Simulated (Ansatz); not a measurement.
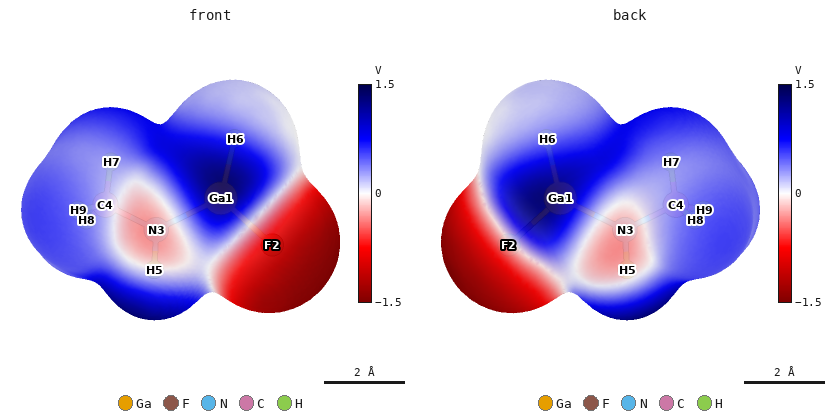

Figure 1: CH5FGaN. The molecular electrostatic potential painted on the density surface at 0.001 e/bohr³, seen from the front and from behind; red is negative and blue positive.

These are results of Ansatz, RKS PBE/def2-mTZVP, not measurements.

```xyz
9

Ga   -0.9413   -1.1882    0.6045
F    -1.3531   -2.7702   -0.1173
N     0.1555   -0.2103   -0.4706
C     0.6950    1.1185   -0.2234
H     0.4377   -0.6158   -1.3627
H    -1.5138   -0.8014    2.0004
H     0.3558    1.4886    0.7553
H     1.7994    1.1257   -0.2069
H     0.3648    1.8531   -0.9794
```

### Which sites attract a positive test charge, and which a negative one?

A positive charge is drawn to the negative regions and a negative charge to the positive ones. The most negative region (about −1.5 V) lies over F2, the most positive (about +1.3 V) over Ga1 and H5.
